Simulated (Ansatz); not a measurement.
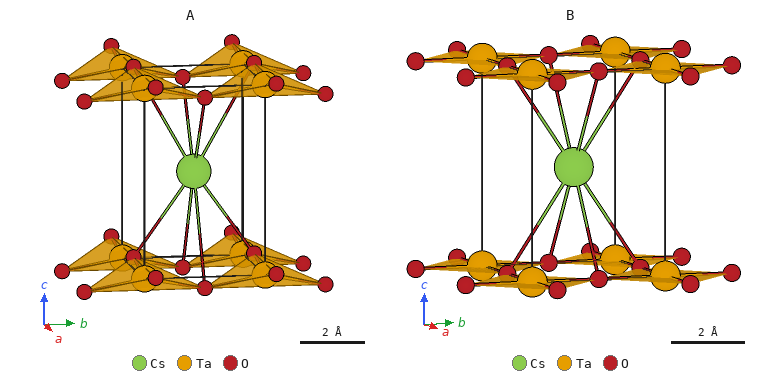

Two structures of CsTaO2, each relaxed to rest (conventional cells in solid outline, small ones repeated, not to one scale). Method: DFT PBE, scalar-relativistic, plane waves, PAW in Ansatz, without spin polarisation.

> What structure does each panel show?

A: 4 atoms a cell on a primitive tetragonal lattice, P-4m2. B: 4 atoms a cell on a primitive tetragonal lattice, P4/mmm.

> Which polymorph is favoured?

A is lower, by 35 meV/atom at this level of theory (energies at zero smearing). Volumes: A 22.6, B 22.6 Å³/atom.

One or both may be structure types tried for this composition rather than known phases.
